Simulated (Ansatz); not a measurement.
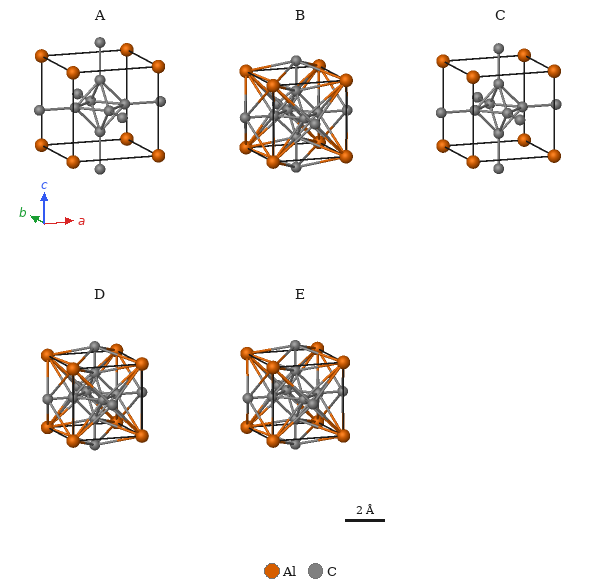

5 geometries from one relaxation of crystalline AlC$_{6}$ (a generated structure, set up in Pm-3m) (coarse preliminary run), in shuffled order. The picture is a ball-and-stick view of the cell of the calculation, seen slightly off an axis.

The calculation used Ansatz 0.2.0, DFT PBE, scalar-relativistic, plane waves, PAW. Settings: plane-wave cutoff 420 eV; k-point mesh 4 × 4 × 4; occupations gaussian; smearing width 0.1 eV; no spin polarisation; cell and atoms relaxed; force threshold 0.04 eV/Å; at most 70 steps.

> Order the frames from highest to lowest energy.

A, C, B, D, E. They are steps 0, 1, 3, 4, 9, at +970 meV per atom, +757 meV per atom, +342 meV per atom, +57.4 meV per atom relative to the last. The energy falls by 970 meV per atom in 8 accepted moves (9 points after the start). The largest force component goes from 1.3 to 0.0055 eV/Å. Pressure: −16.91 GPa at the start and −0.33 GPa at the end. The SCF was repeated once at an unchanged geometry on a basis and grid sized afresh for the cell, which shifted the energy by 3.0 meV per atom at most. The largest moves relative to the cell, 0.14 Å, are those of C atoms. Al stays in place. The volume changes by −44.0 %, with a = b = c 4.732 → 3.900 Å (−17.6 %). Some distances before and after: Al–C 3.490 → 2.839 Å, C–C 1.987 → 1.349 Å, C–C 1.941 → 1.804 Å. The space group stays Pm-3m (No. 221). Cost: 16 s on 1 thread of Intel(R) Xeon(R) Platinum 8259CL CPU @ 2.50GHz (Skylake/Cascade Lake), with other jobs on the host, peak memory 0.4 GiB.
